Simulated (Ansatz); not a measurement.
# Single-point calculation, with input and output: MgSiH3 (charge +1)

System: MgSiH3, charge +1.
Method: RKS r2SCAN-D4/def2-TZVPP (Ansatz 0.2.0).

The geometry comes from this level: PBE0-D4/def2-TZVP.

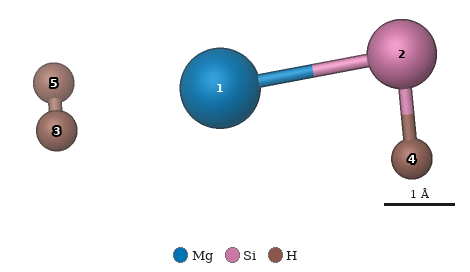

The structure as given in the input (ball-and-stick view, seen on its broad side; atoms are numbered from 1 in the order of the input). Sticks mark near contacts. Bond lengths as drawn: H–H 0.76 Å, H–Si 1.53 Å and Mg–Si 2.68 Å.

Results in brief

- outcome: converged
- total energy: −13359.7321 eV
- mean-field energy: −13359.7154 eV
- dispersion energy: −0.0167 eV
- SCF solution under orbital rotations: stable
- hardware: 2 threads of Arm Neoverse V1, 23 GiB of memory available, shared host
- wall time: 1.8 s (CPU time 3.1 s)
- peak memory: 0.13 GiB

Input
```yaml
crystal:
  periodic: [false, false, false]
  atoms:
    - {symbol: Mg, position_ang: [0.322229, -0.701978, 0.770106]}
    - {symbol: Si, position_ang: [-0.405181, 1.352190, -0.795748]}
    - {symbol: H, position_ang: [0.996597, -2.700165, 1.989927]}
    - {symbol: H, position_ang: [-1.480694, 0.384948, -1.290578]}
    - {symbol: H, position_ang: [1.203809, -2.181153, 2.498553]}
basis:
  gaussian: {orbitals: def2-TZVPP}
total_charge: 1
hamiltonian: {xc: r2scan, dispersion: d4}
```

Launched with:
```bash
ansatz run in.yaml --threads 2 --pin off --events-out ev --progress --plain --max-ram 4352MiB
```

The program's output
```
Functional definition: r2SCAN
  name "r2SCAN"
  cite "Furness, Kaplan, Ning, Perdew & Sun, J. Phys. Chem. Lett. 11, 8208 (2020) doi:10.1021/acs.jpclett.0c02405"
  cite "Furness, Kaplan, Ning, Perdew & Sun, J. Phys. Chem. Lett. 11, 9248 (2020) doi:10.1021/acs.jpclett.0c03077"
  parent r2scan
  parameter k0 = 0.174
  parameter k1 = 0.065
  parameter a1 = 4.9479
  exchange = r2scan_x(k0 = k0, k1 = k1, a1 = a1)
  correlation = r2scan_c
753 factors; their error is unknown
mean field evaluation 1: about -13356.1175 eV, gradient 2.6e1 eV
mean field evaluation 2: about -13349.1137 eV, gradient 4.2e1 eV
mean field evaluation 4: about -13359.6622 eV, gradient 3.9e0 eV
mean field evaluation 8: about -13359.7384 eV, gradient 7.3e-2 eV
mean field evaluation 16: about -13359.7154 eV, gradient 3.2e-5 eV
mean field -13359.71537782 eV, -490.9604845945 hartree, gradient 3.2e-5 eV, S^2 0.000000; 0 other end points of the search recorded, 0 dependent functions left out
reference -13359.71539237 eV, -490.9604851291 hartree; 14, 14 occupied and 102, 102 virtual orbitals, 753 factors
Total energy: -13359.73209314 eV, -490.9610988713 hartree
```
